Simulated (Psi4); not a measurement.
# SiH4O2 (SMILES O[SiH2]O): M06-L/def2-SVPD

Aim: the energy change on altering one bond length of SiH4O2 at M06-L/def2-SVPD, from 2 runs. 

The results are computed with Psi4 1.11.

1 further run of the same task is left out (set aside as unsound or not needed).

## 1. Starting point

SiH4O2: 7 atoms, total charge 0, spin state singlet. SMILES: `O[SiH2]O`. Geometry: relaxed at PBE0-D4/def2-TZVP. This is one conformer, not always the lowest.

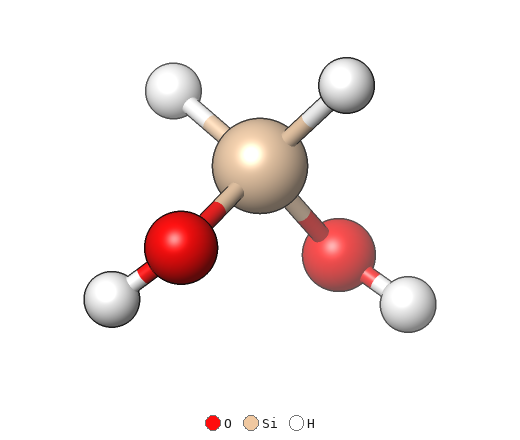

The structure, seen from a chosen angle (oxygen red, silicon light orange, hydrogen white).

## 2. Energy and forces at M06-L/def2-SVPD

File job.in:

```
memory 2200 mb

molecule molecule1 {
  0 1
  O
  Si 1 1.641761
  O 2 1.641767 1 113.50252
  H 1 0.958338 2 117.72956 3 -66.04755
  H 2 1.481129 1 111.47697 4 50.83142
  H 2 1.481123 5 112.90797 3 120.91961
  H 3 0.958323 2 117.72959 6 50.83039
  units angstrom
  symmetry c1
}

set {
  puream               true
  e_convergence        1e-09
  d_convergence        1e-08
  scf_type             pk
  dft_radial_points    99
  dft_spherical_points 590
}

e_tot, wfn = gradient("m06-l/def2-SVPD", return_wfn=True)
```

The run is started by

```sh
psi4 job.in job.out -n 1
```

job.out, shortened:

```text
[...]
  Running in c1 symmetry.
[...]
  Nuclear repulsion =  120.473967177333449
[...]
  Multiplicity = 1
[...]
  Nalpha       = 17
  Nbeta        = 17
[...]
    Number of basis functions: 102
[...]
   @RKS iter   1:  -441.85544956525177   -1.33402e-01   9.60919e-03 ADIIS/DIIS
[...]
   @RKS iter  11:  -442.21210367203321   -4.17231e-11   8.23530e-09 DIIS
[...]
    Orbital Energies [Eh]
    ---------------------
    Doubly Occupied:
       1A    -65.858303     2A    -18.980234     3A    -18.980232
       4A     -5.285476     5A     -3.598209     6A     -3.596496
       7A     -3.594698     8A     -0.984391     9A     -0.966547
      10A     -0.544541    11A     -0.495235    12A     -0.396887
      13A     -0.364759    14A     -0.358116    15A     -0.302185
      16A     -0.295155    17A     -0.283624
[...]
  @RKS Final Energy:  -442.21210367203321
   => Energetics <=
    Nuclear Repulsion Energy =            120.4739671773334493
    One-Electron Energy =                -850.2756186042068975
    Two-Electron Energy =                 327.2580600045981782
    DFT Exchange-Correlation Energy =     -39.6685122497578817
    Empirical Dispersion Energy =           0.0000000000000000
    VV10 Nonlocal Energy =                  0.0000000000000000
    Total Energy =                       -442.2121036720332086
[...]
 Multipole Moments:
 ------------------------------------------------------------------------------------
     Multipole            Electronic (a.u.)      Nuclear  (a.u.)        Total (a.u.)
 ------------------------------------------------------------------------------------
 L = 1.  Multiply by 2.5417464519 to convert [e a0] to [Debye]
 Dipole X            :         -0.0000771            0.0000356           -0.0000415
 Dipole Y            :         -0.8155026            0.5138097           -0.3016929
 Dipole Z            :         -0.5346643            0.3368844           -0.1977798
 Magnitude           :                                                    0.3607429
[...]
  -Total Gradient:
     Atom            X                  Y                   Z
    ------   -----------------  -----------------  -----------------
       1       -0.000075159144    -0.000277167768     0.015875327648
       2       -0.000006035942    -0.016102335397    -0.010560305886
       3        0.000065974051     0.014435088257    -0.006585676875
       4       -0.000257767624     0.000185305990     0.001457499300
       5       -0.000073044404     0.000362231964    -0.000094346215
       6        0.000075461575     0.000058441711     0.000370223433
       7        0.000270565233     0.001420308917    -0.000409213420
[...]
```

It took 51 s on 1 thread of AMD EPYC 7B13 (Zen 3), shared host; peak memory 1.1 GiB.

## 3. The distorted shape at the same level

File h4o2si.in:

```
memory 2.2 GB

molecule geom {
  0 1
  O     -3.109044    -1.043154    -0.874731
  Si     0.051410     0.422210     0.079240
  O      1.274030    -0.668570     0.183160
  H     -3.180554    -1.414874    -1.755141
  H      0.526670     1.393040    -0.933360
  H     -0.229300     1.048860     1.391580
  H      1.219010    -1.336090     0.868560
  units angstrom
  symmetry c1
  no_reorient
  no_com
}

set puream true
set e_convergence 1e-09
set d_convergence 1e-08
set scf_type pk
set dft_radial_points 99
set dft_spherical_points 590

e_tot, wfn = gradient("m06-l/def2-SVPD", return_wfn=True)
oeprop(wfn, "QUADRUPOLE", "WIBERG_LOWDIN_INDICES", "MULLIKEN_CHARGES", title="M06-L")
print_variables()
```

The run is started by

```sh
psi4 h4o2si.in h4o2si.out -n 1
```

h4o2si.out, shortened:

```text
[...]
  Running in c1 symmetry.
[...]
  Nuclear repulsion =   91.885847298437767
[...]
  Multiplicity = 1
[...]
  Nalpha       = 17
  Nbeta        = 17
[...]
    Number of basis functions: 102
[...]
   @RKS iter   1:  -441.41224086528013   -1.50713e-01   1.10277e-02 DIIS/ADIIS
[...]
   @RKS iter  20:  -442.00847120275608   -3.86535e-11   8.71972e-09 DIIS
[...]
  @RKS Final Energy:  -442.00847120275608
   => Energetics <=
    Nuclear Repulsion Energy =             91.8858472984377670
    One-Electron Energy =                -792.5731581181871661
    Two-Electron Energy =                 298.1030254534600772
    DFT Exchange-Correlation Energy =     -39.4241858364667195
    Empirical Dispersion Energy =           0.0000000000000000
    VV10 Nonlocal Energy =                  0.0000000000000000
    Total Energy =                       -442.0084712027560840
[...]
  -Total Gradient:
     Atom            X                  Y                   Z
    ------   -----------------  -----------------  -----------------
       1       -0.013942455313    -0.011416224569    -0.017519175607
       2        0.008191353051    -0.005754921776     0.007987897356
       3       -0.000328848366     0.006792243400     0.001588364387
       4       -0.005444550951     0.001728067553     0.009314822472
       5        0.005526804408     0.001560431560     0.003615386520
       6        0.007549488935     0.002825890166    -0.002101170273
       7       -0.001733583267     0.004527523259    -0.002925121309
[...]
 Multipole Moments:
 ------------------------------------------------------------------------------------
     Multipole            Electronic (a.u.)      Nuclear  (a.u.)        Total (a.u.)
 ------------------------------------------------------------------------------------
 L = 1.  Multiply by 2.5417464519 to convert [e a0] to [Debye]
 Dipole X            :         31.4457445          -29.5261128            1.9196317
 Dipole Y            :         15.7789346          -15.2915051            0.4874295
 Dipole Z            :          9.8188614           -9.1681367            0.6507247
 Magnitude           :                                                    2.0847101
 L = 2.  Multiply by 1.3450342976 to convert [e a0^2] to [Debye ang]
 Quadrupole XX       :       -397.1798983          365.2603917          -31.9195066
 Quadrupole XY       :        -84.6840869           81.4198991           -3.2641877
[...]
```

It took 70 s on 1 thread of AMD EPYC 7B13 (Zen 3), shared host; peak memory 1 GiB.

## 4. Outcome

At M06-L/def2-SVPD:

| quantity | value |
| --- | --- |
| first shape: total energy | -442.21210 Eh |
| first shape: dipole moment | 0.92 D |
| first shape: HOMO energy | -7.72 eV |
| first shape: LUMO energy | 0.04 eV |
| first shape: HOMO–LUMO gap | 7.76 eV |
| first shape: largest force on an atom | 0.990 eV/Å |
| distorted shape: total energy | -442.00847 Eh |
| distorted shape: dipole moment | 5.30 D |
| distorted shape: HOMO energy | -5.22 eV |
| distorted shape: LUMO energy | -4.78 eV |
| distorted shape: HOMO–LUMO gap | 0.43 eV |
| distorted shape: largest force on an atom | 1.292 eV/Å |
| energy change with the O1–Si2 bond stretched from 1.642 to 3.612 Å | 5.541 eV |

In words: One bond (distorted shape) is far stretched, which a spin-restricted single reference describes badly; a broken-symmetry solution may lie lower. With the O1–Si2 bond stretched from 1.642 to 3.612 Å the energy rises by 5.54 eV (128 kcal/mol). The first shape isn't relaxed at this level, so the change isn't measured from a minimum. A restricted reference can't describe the breaking bond well at this length. The largest force (first shape) is 0.99 eV/Å: the shape isn't a stationary point for this species at this level. Mulliken charges (distorted shape) run from -0.56 on O3 to +0.83 on Si2; in a basis this large or diffuse they mean little.
